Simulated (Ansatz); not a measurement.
**BODIPY (C13H15BF2N2): geometry, orbitals and charge**

What does BODIPY (C13H15BF2N2) look like as a singlet, and where do its frontier electrons sit?

Computed with Ansatz 0.2.0, Gaussian basis. Level: RKS PBE0-D4/def2-TZVP.

The runs, in order: relaxation at PBE-D4/def2-SVP; a single point at PBE0-D4/def2-TZVP.

## Step 1: The system as given

SMILES `CC1=CC(C)=[N+]2C1=Cc1c(C)cc(C)n1[B-]2(F)F`, 33 atoms, charge 0, spin multiplicity 1.

Atoms are counted from 1 here; the program's logs count them from 0.

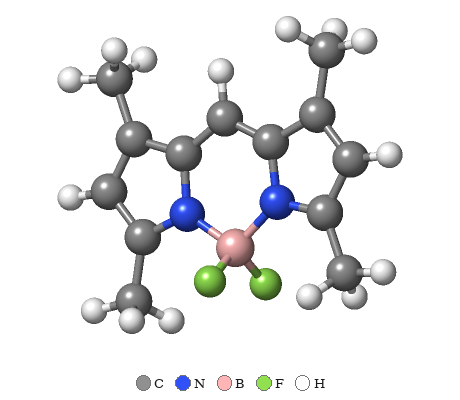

As it starts; carbon grey, nitrogen blue, boron pink, fluorine green, hydrogen white.

Coordinates:

```mol
C13H15BF2N2
  3D, bonds by distance, orders not assigned

 33 35  0  0  0  0  0  0  0  0999 V2000
    2.5986   -2.9736    0.3367 C   0  0
    2.3687   -1.5196    0.1291 C   0  0
    3.3088   -0.5338   -0.0890 C   0  0
    2.6287    0.6856   -0.2475 C   0  0
    3.1943    2.0265   -0.5051 C   0  0
    1.3147    0.4744   -0.1354 N   0  0
    1.1032   -0.8711    0.0964 C   0  0
   -0.1747   -1.3789    0.2477 C   0  0
   -1.2842   -0.5565    0.1680 C   0  0
   -2.6692   -0.8577    0.2858 C   0  0
   -3.2450   -2.2050    0.5356 C   0  0
   -3.3356    0.3387    0.1205 C   0  0
   -2.3758    1.3429   -0.0931 C   0  0
   -2.5936    2.7862   -0.3267 C   0  0
   -1.1559    0.7994   -0.0634 N   0  0
    0.1929    1.5307   -0.2404 B   0  0
    0.2407    2.1468   -1.4799 F   0  0
    0.3475    2.4849    0.7529 F   0  0
    2.0119   -3.3432    1.1762 H   0  0
    2.3030   -3.5327   -0.5521 H   0  0
    3.6510   -3.1664    0.5293 H   0  0
    4.3729   -0.6598   -0.1337 H   0  0
    2.8413    2.7255    0.2512 H   0  0
    2.8390    2.3957   -1.4665 H   0  0
    4.2794    1.9942   -0.5030 H   0  0
   -0.3094   -2.4340    0.4277 H   0  0
   -4.3258   -2.1434    0.6307 H   0  0
   -3.0048   -2.8807   -0.2852 H   0  0
   -2.8353   -2.6311    1.4508 H   0  0
   -4.3961    0.4952    0.1490 H   0  0
   -3.6503    3.0317   -0.2775 H   0  0
   -2.0443    3.3660    0.4136 H   0  0
   -2.1965    3.0633   -1.3027 H   0  0
  1  2  8  0
  1 19  8  0
  1 20  8  0
  1 21  8  0
  2  3  8  0
  2  7  8  0
  3  4  8  0
  3 22  8  0
  4  5  8  0
  4  6  8  0
  5 23  8  0
  5 24  8  0
  5 25  8  0
  6  7  8  0
  6 16  8  0
  7  8  8  0
  8  9  8  0
  8 26  8  0
  9 10  8  0
  9 15  8  0
 10 11  8  0
 10 12  8  0
 11 27  8  0
 11 28  8  0
 11 29  8  0
 12 13  8  0
 12 30  8  0
 13 14  8  0
 13 15  8  0
 14 31  8  0
 14 32  8  0
 14 33  8  0
 15 16  8  0
 16 17  8  0
 16 18  8  0
M  END
```

The start is a GFN2-xTB geometry.

## Step 2: Relaxation at PBE-D4/def2-SVP

File in.yaml:

```yaml
crystal:
  periodic: [false, false, false]
  atoms:
    - {symbol: C, position_ang: [2.598630, -2.973640, 0.336650]}
    - {symbol: C, position_ang: [2.368710, -1.519650, 0.129100]}
    - {symbol: C, position_ang: [3.308820, -0.533820, -0.089000]}
    - {symbol: C, position_ang: [2.628730, 0.685640, -0.247550]}
    - {symbol: C, position_ang: [3.194270, 2.026460, -0.505110]}
    - {symbol: N, position_ang: [1.314690, 0.474360, -0.135440]}
    - {symbol: C, position_ang: [1.103150, -0.871110, 0.096430]}
    - {symbol: C, position_ang: [-0.174720, -1.378860, 0.247660]}
    - {symbol: C, position_ang: [-1.284210, -0.556470, 0.168040]}
    - {symbol: C, position_ang: [-2.669210, -0.857680, 0.285820]}
    - {symbol: C, position_ang: [-3.244990, -2.204960, 0.535650]}
    - {symbol: C, position_ang: [-3.335570, 0.338700, 0.120530]}
    - {symbol: C, position_ang: [-2.375790, 1.342870, -0.093150]}
    - {symbol: C, position_ang: [-2.593610, 2.786220, -0.326690]}
    - {symbol: N, position_ang: [-1.155930, 0.799420, -0.063420]}
    - {symbol: B, position_ang: [0.192930, 1.530720, -0.240380]}
    - {symbol: F, position_ang: [0.240670, 2.146770, -1.479860]}
    - {symbol: F, position_ang: [0.347500, 2.484920, 0.752860]}
    - {symbol: H, position_ang: [2.011920, -3.343240, 1.176220]}
    - {symbol: H, position_ang: [2.303010, -3.532740, -0.552080]}
    - {symbol: H, position_ang: [3.651020, -3.166430, 0.529280]}
    - {symbol: H, position_ang: [4.372930, -0.659830, -0.133740]}
    - {symbol: H, position_ang: [2.841340, 2.725500, 0.251240]}
    - {symbol: H, position_ang: [2.838950, 2.395680, -1.466490]}
    - {symbol: H, position_ang: [4.279430, 1.994190, -0.503000]}
    - {symbol: H, position_ang: [-0.309410, -2.433980, 0.427710]}
    - {symbol: H, position_ang: [-4.325750, -2.143410, 0.630710]}
    - {symbol: H, position_ang: [-3.004840, -2.880670, -0.285160]}
    - {symbol: H, position_ang: [-2.835310, -2.631090, 1.450760]}
    - {symbol: H, position_ang: [-4.396130, 0.495160, 0.149020]}
    - {symbol: H, position_ang: [-3.650350, 3.031660, -0.277510]}
    - {symbol: H, position_ang: [-2.044330, 3.365990, 0.413620]}
    - {symbol: H, position_ang: [-2.196540, 3.063350, -1.302710]}
basis:
  gaussian: {orbitals: def2-SVP}
hamiltonian: {xc: pbe, dispersion: d4}
scf: {lower_state_search: "off"}
output: {orbitals: {seedname: orbitals}}
relax: {f_tol: 0.03, max_steps: 70}
```

Started as:

```console
> ansatz run in.yaml --threads 2 --pin off --events-out ev --progress --plain --max-ram 31744MiB --backend cuda --devices 0, --max-vram 18GiB
```

Output, shortened:

```text
Functional definition: PBE
  name "PBE"
  cite "Perdew, Burke & Ernzerhof, Phys. Rev. Lett. 77, 3865 (1996) doi:10.1103/PhysRevLett.77.3865"
  parent pbe
[...]
3718 factors; their error is unknown
[...]
mean field -22777.21515844 eV, -837.0472181216 hartree, gradient 4.9e-6 eV, S^2 0.000000; 0 other end points of the search recorded, 0 dependent functions left out
[...]
reference -22777.21521717 eV, -837.0472202800 hartree; 65, 65 occupied and 262, 262 virtual orbitals, 3718 factors
relax step   1: F+E_penalty+E_count = -22778.40582449 eV  Δ(F+E_penalty+E_count) = +0.000e0 eV  max|allowed force component| = 8.875e-1 eV/Å  Δτ_max = 0.0000 Å  (25 SCF iters, accepted)
[...]
relax step   3: F+E_penalty+E_count = -22778.64929875 eV  Δ(F+E_penalty+E_count) = -2.314e-2 eV  max|allowed force component| = 5.071e-2 eV/Å  Δτ_max = 0.0228 Å  (24 SCF iters, accepted)
[...]
relax step   4: F+E_penalty+E_count = -22778.64945017 eV  Δ(F+E_penalty+E_count) = -1.514e-4 eV  max|allowed force component| = 2.712e-2 eV/Å  Δτ_max = 0.0091 Å  (25 SCF iters, accepted)
Total energy: -22778.64950974 eV, -837.0999295599 hartree
Atom 0 at     2.621018    -3.003489     0.336560 Å, force     0.002044     0.003045    -0.000040 eV/Å
Atom 1 at     2.392651    -1.539797     0.129377 Å, force    -0.000282     0.002620     0.027118 eV/Å
Atom 2 at     3.345818    -0.538056    -0.085225 Å, force    -0.004956    -0.004822    -0.018898 eV/Å
[...]
Atom 18 at     2.039336    -3.396456     1.195863 Å, force     0.001418    -0.000336    -0.000409 eV/Å
Atom 19 at     2.319205    -3.594484    -0.554973 Å, force    -0.000979     0.000687     0.002522 eV/Å
Atom 20 at     3.690203    -3.216778     0.527374 Å, force    -0.001729     0.000263    -0.002115 eV/Å
Atom 21 at     4.434798    -0.662496    -0.121729 Å, force    -0.002728     0.000669    -0.003697 eV/Å
Atom 22 at     2.877755     2.766863     0.262883 Å, force     0.002318    -0.001428     0.000658 eV/Å
Atom 23 at     2.861903     2.445367    -1.479655 Å, force    -0.000420    -0.000183     0.003317 eV/Å
Atom 24 at     4.330672     2.023042    -0.516098 Å, force    -0.001840     0.000462    -0.001735 eV/Å
Atom 25 at    -0.309956    -2.461913     0.436800 Å, force     0.000656     0.001261    -0.000199 eV/Å
Atom 26 at    -4.378923    -2.176762     0.637781 Å, force     0.001970     0.000074    -0.000455 eV/Å
Atom 27 at    -3.045509    -2.933760    -0.283117 Å, force    -0.000219     0.000376     0.001790 eV/Å
Atom 28 at    -2.880048    -2.681125     1.474815 Å, force    -0.000981     0.000085    -0.001335 eV/Å
Atom 29 at    -4.455598     0.500666     0.150539 Å, force     0.002213    -0.001572     0.000269 eV/Å
Atom 30 at    -3.690278     3.069812    -0.286446 Å, force     0.001816     0.000179    -0.000730 eV/Å
Atom 31 at    -2.063807     3.412144     0.425800 Å, force    -0.002606    -0.000729    -0.000083 eV/Å
Atom 32 at    -2.205138     3.114019    -1.315103 Å, force     0.000271    -0.000861     0.002782 eV/Å
Dipole moment:    -0.089741    -0.709694     0.101145 e Å
Checks for a lower state left out: stability, starts, cluster_reference, orbital_swaps, neighbouring_geometries, increment
```

It took 9.5 s on 1 × H100 (card shared with other runs) with 2 threads of AMD EPYC 7R13, shared host; peak host memory 1 GiB.

Along the way:

```tsv
step	energy from step 1 (eV)	largest force component (eV/Å)
1	0.0000	0.8875
2	-0.2203	0.2441
3	-0.2435	0.0507
4	-0.2436	0.0271
```

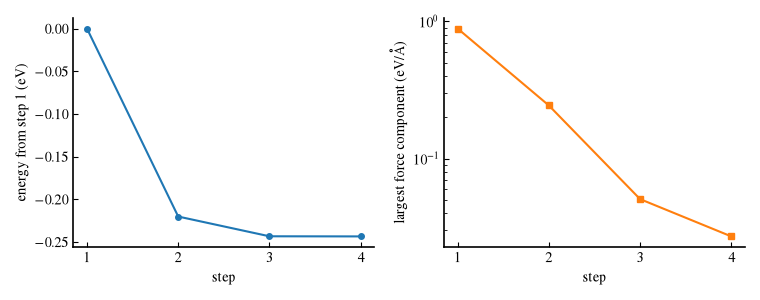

Energy and force, step by step.

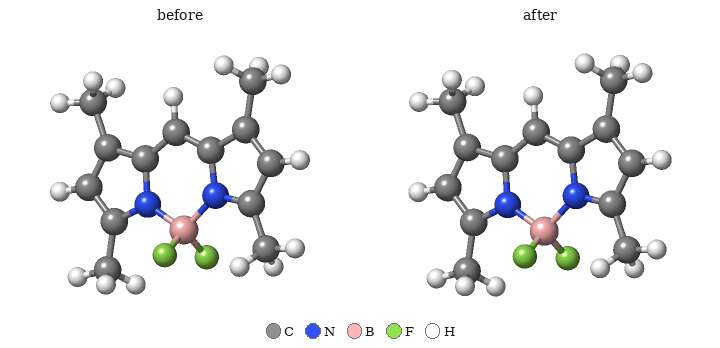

Before and after, at one scale.

Close pairs (by a distance rule), those that changed most:

```tsv
bond	before (Å)	after (Å)	change (Å)
C12–H30	1.072	1.097	+0.024
C3–H22	1.072	1.097	+0.024
N6–B16	1.544	1.568	+0.023
N15–B16	1.545	1.568	+0.023
C11–H29	1.089	1.110	+0.021
C8–H26	1.079	1.100	+0.021
C11–H28	1.090	1.111	+0.021
C1–H19	1.089	1.110	+0.021
```

Bonds by kind at the end (by distance):

```tsv
bond	count	shortest (Å)	longest (Å)
C–C	12	1.398	1.496
C–N	4	1.355	1.395
B–F	2	1.400	1.401
B–N	2	1.568	1.568
C–H	15	1.097	1.111
```

## Step 3: Single point, PBE0-D4/def2-TZVP

start.molden holds the orbitals of an earlier run on this state, given as this run's starting guess.

File in.yaml:

```yaml
crystal:
  periodic: [false, false, false]
  atoms:
    - {symbol: C, position_ang: [2.621018, -3.003489, 0.336560]}
    - {symbol: C, position_ang: [2.392651, -1.539797, 0.129377]}
    - {symbol: C, position_ang: [3.345818, -0.538056, -0.085225]}
    - {symbol: C, position_ang: [2.658341, 0.697073, -0.252881]}
    - {symbol: C, position_ang: [3.226020, 2.050665, -0.508821]}
    - {symbol: N, position_ang: [1.324843, 0.480470, -0.141768]}
    - {symbol: C, position_ang: [1.119170, -0.879245, 0.094386]}
    - {symbol: C, position_ang: [-0.174305, -1.386802, 0.249568]}
    - {symbol: C, position_ang: [-1.300135, -0.561953, 0.169793]}
    - {symbol: C, position_ang: [-2.695929, -0.872612, 0.291831]}
    - {symbol: C, position_ang: [-3.277587, -2.227754, 0.542441]}
    - {symbol: C, position_ang: [-3.370973, 0.341010, 0.122519]}
    - {symbol: C, position_ang: [-2.400524, 1.359675, -0.095834]}
    - {symbol: C, position_ang: [-2.615776, 2.815457, -0.328739]}
    - {symbol: N, position_ang: [-1.163570, 0.806468, -0.066165]}
    - {symbol: B, position_ang: [0.196598, 1.562957, -0.253064]}
    - {symbol: F, position_ang: [0.237678, 2.166716, -1.515490]}
    - {symbol: F, position_ang: [0.352058, 2.521109, 0.756788]}
    - {symbol: H, position_ang: [2.039336, -3.396456, 1.195863]}
    - {symbol: H, position_ang: [2.319205, -3.594484, -0.554973]}
    - {symbol: H, position_ang: [3.690203, -3.216778, 0.527374]}
    - {symbol: H, position_ang: [4.434798, -0.662496, -0.121729]}
    - {symbol: H, position_ang: [2.877755, 2.766863, 0.262883]}
    - {symbol: H, position_ang: [2.861903, 2.445367, -1.479655]}
    - {symbol: H, position_ang: [4.330672, 2.023042, -0.516098]}
    - {symbol: H, position_ang: [-0.309956, -2.461913, 0.436800]}
    - {symbol: H, position_ang: [-4.378923, -2.176762, 0.637781]}
    - {symbol: H, position_ang: [-3.045509, -2.933760, -0.283117]}
    - {symbol: H, position_ang: [-2.880048, -2.681125, 1.474815]}
    - {symbol: H, position_ang: [-4.455598, 0.500666, 0.150539]}
    - {symbol: H, position_ang: [-3.690278, 3.069812, -0.286446]}
    - {symbol: H, position_ang: [-2.063807, 3.412144, 0.425800]}
    - {symbol: H, position_ang: [-2.205138, 3.114019, -1.315103]}
basis:
  gaussian: {orbitals: def2-TZVP, fitting: {mean_field: def2-universal-jkfit}, initial_orbitals: start.molden}
hamiltonian: {xc: pbe0, dispersion: d4}
scf: {omitted_lower_state_checks: [starts]}
output: {forces: true, orbitals: {seedname: orbitals}}
```

Launched as before.

Output:

```text
Functional definition: PBE0
  name "PBE0"
  cite "Adamo & Barone, J. Chem. Phys. 110, 6158 (1999) doi:10.1063/1.478522"
  cite "Perdew, Burke & Ernzerhof, Phys. Rev. Lett. 77, 3865 (1996) doi:10.1103/PhysRevLett.77.3865"
  parent pbe
  parameter a = 0.25
  parameter kappa = 0.804
  parameter beta = 0.06672455060314922
  exchange = (1 - a)*pbe_x(kappa = kappa, mu = beta*pi^2/3) + a*exact_x
  correlation = pbe_c(beta = beta)
these checks for a lower state are left out or cut short: starts
1628 factors; integrals over basis functions are off by at most 1.6e0 eV
mean field evaluation 1: about -22792.6498 eV, gradient 2.6e2 eV
mean field evaluation 2: about -22803.6386 eV, gradient 9.6e0 eV
mean field evaluation 4: about -22803.8371 eV, gradient 3.6e-1 eV
mean field evaluation 8: about -22803.8376 eV, gradient 2.5e-5 eV
mean field -22803.83756170 eV, -838.0255733963 hartree, gradient 2.5e-5 eV, S^2 0.000000; 0 other end points of the search recorded, 0 dependent functions left out
the calculation of the forces begins
reference -22803.83761473 eV, -838.0255753452 hartree; 65, 65 occupied and 583, 583 virtual orbitals, 1628 factors
Total energy: -22804.84730499 eV, -838.0626807777 hartree
Atom 0 at     2.621018    -3.003489     0.336560 Å, force     0.036318    -0.286115     0.024283 eV/Å
Atom 1 at     2.392651    -1.539797     0.129377 Å, force    -0.135657     0.634225    -0.076095 eV/Å
Atom 2 at     3.345818    -0.538056    -0.085225 Å, force    -0.345215    -0.019166     0.000695 eV/Å
Atom 3 at     2.658341     0.697073    -0.252881 Å, force    -0.421366    -0.507425     0.128993 eV/Å
Atom 4 at     3.226020     2.050665    -0.508821 Å, force    -0.013673     0.233159    -0.040678 eV/Å
Atom 5 at     1.324843     0.480470    -0.141768 Å, force     0.599556    -0.191724    -0.007029 eV/Å
Atom 6 at     1.119170    -0.879245     0.094386 Å, force     0.032691    -0.064916    -0.010482 eV/Å
Atom 7 at    -0.174305    -1.386802     0.249568 Å, force     0.029313     0.248499    -0.045405 eV/Å
Atom 8 at    -1.300135    -0.561953     0.169793 Å, force    -0.045675    -0.054716     0.009923 eV/Å
Atom 9 at    -2.695929    -0.872612     0.291831 Å, force     0.288185     0.575201    -0.113245 eV/Å
Atom 10 at    -3.277587    -2.227754     0.542441 Å, force    -0.101360    -0.267406     0.044324 eV/Å
Atom 11 at    -3.370973     0.341010     0.122519 Å, force     0.327432    -0.103611     0.005136 eV/Å
Atom 12 at    -2.400524     1.359675    -0.095834 Å, force     0.287913    -0.603342     0.078699 eV/Å
Atom 13 at    -2.615776     2.815457    -0.328739 Å, force     0.071452     0.223001    -0.040539 eV/Å
Atom 14 at    -1.163570     0.806468    -0.066165 Å, force    -0.629752    -0.029997     0.041432 eV/Å
Atom 15 at     0.196598     1.562957    -0.253064 Å, force     0.009969     0.080403    -0.011627 eV/Å
Atom 16 at     0.237678     2.166716    -1.515490 Å, force    -0.010151    -0.190066     0.482302 eV/Å
Atom 17 at     0.352058     2.521109     0.756788 Å, force    -0.054915    -0.331367    -0.401003 eV/Å
Atom 18 at     2.039336    -3.396456     1.195863 Å, force     0.282298     0.224847    -0.403164 eV/Å
Atom 19 at     2.319205    -3.594484    -0.554973 Å, force     0.146587     0.322153     0.414409 eV/Å
Atom 20 at     3.690203    -3.216778     0.527374 Å, force    -0.514888     0.137820    -0.090945 eV/Å
Atom 21 at     4.434798    -0.662496    -0.121729 Å, force    -0.582443     0.070892     0.015225 eV/Å
Atom 22 at     2.877755     2.766863     0.262883 Å, force     0.201007    -0.357220    -0.342302 eV/Å
Atom 23 at     2.861903     2.445367    -1.479655 Å, force     0.200680    -0.218950     0.444222 eV/Å
Atom 24 at     4.330672     2.023042    -0.516098 Å, force    -0.538712    -0.018302     0.009484 eV/Å
Atom 25 at    -0.309956    -2.461913     0.436800 Å, force     0.070467     0.549201    -0.095845 eV/Å
Atom 26 at    -4.378923    -2.176762     0.637781 Å, force     0.538349     0.009300    -0.050189 eV/Å
Atom 27 at    -3.045509    -2.933760    -0.283117 Å, force    -0.107808     0.373851     0.378759 eV/Å
Atom 28 at    -2.880048    -2.681125     1.474815 Å, force    -0.186310     0.255410    -0.440458 eV/Å
Atom 29 at    -4.455598     0.500666     0.150539 Å, force     0.580657    -0.082436    -0.015205 eV/Å
Atom 30 at    -3.690278     3.069812    -0.286446 Å, force     0.516181    -0.154739    -0.014288 eV/Å
Atom 31 at    -2.063807     3.412144     0.425800 Å, force    -0.299417    -0.292222    -0.332128 eV/Å
Atom 32 at    -2.205138     3.114019    -1.315103 Å, force    -0.231714    -0.164243     0.452741 eV/Å
Dipole moment:    -0.098550    -0.771459     0.114124 e Å
Checks for a lower state left out: starts
```

Run time: 4.3 s. Hardware: 1 × H100 (card shared with other runs) with 2 threads of AMD EPYC 7R13, shared host; peak host memory 1.2 GiB.

From the report: HOMO -5.81 eV, LUMO -2.66 eV.

Mulliken charges, from this run's orbitals:

C1 -0.42; C2 0.06; C3 -0.23; C4 0.08; C5 -0.42; N6 0.09; C7 0.14; C8 -0.37; C9 0.13; C10 0.06; C11 -0.43; C12 -0.23; C13 0.08; C14 -0.42; N15 0.09; B16 0.25; F17 -0.32; F18 -0.32; H19 0.14; H20 0.15; H21 0.14; H22 0.12; H23 0.17; H24 0.16; H25 0.13; H26 0.14; H27 0.14; H28 0.14; H29 0.14; H30 0.12; H31 0.13; H32 0.17; H33 0.16

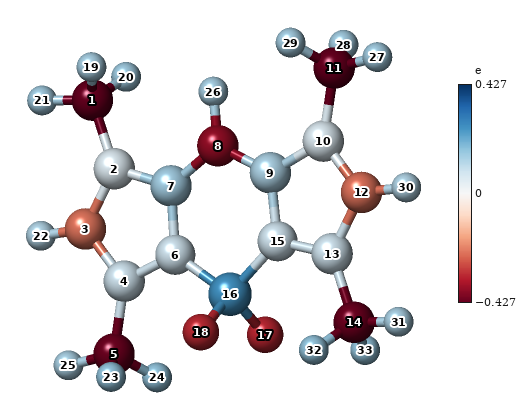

Mulliken charges, from this run's orbitals, as colours on the atoms.

Largest Mayer bond orders: C10–C12 1.46; C2–C3 1.46; C13–N15 1.35; C4–N6 1.35; C8–C9 1.33; C3–C4 1.33; C12–C13 1.32; C7–C8 1.30; C2–C7 1.25; C9–C10 1.25.

## Step 4: Results

| quantity | value |
| --- | --- |
| point group | C1 |
| commonest bond, hydrogen aside | C–C, 12 of mean length 1.440 Å |
| HOMO, LUMO at PBE0-D4/def2-TZVP | -5.81, -2.66 eV |
| dipole at PBE-D4/def2-SVP | 3.47 D |

In words: The molecule keeps its bonding pattern by the stored test; the atoms moved 0.05 Å (rms). No usable vibrations, so a minimum isn't proven. The point group is read from a loosely relaxed geometry; soft torsions can leave it below the true symmetry.
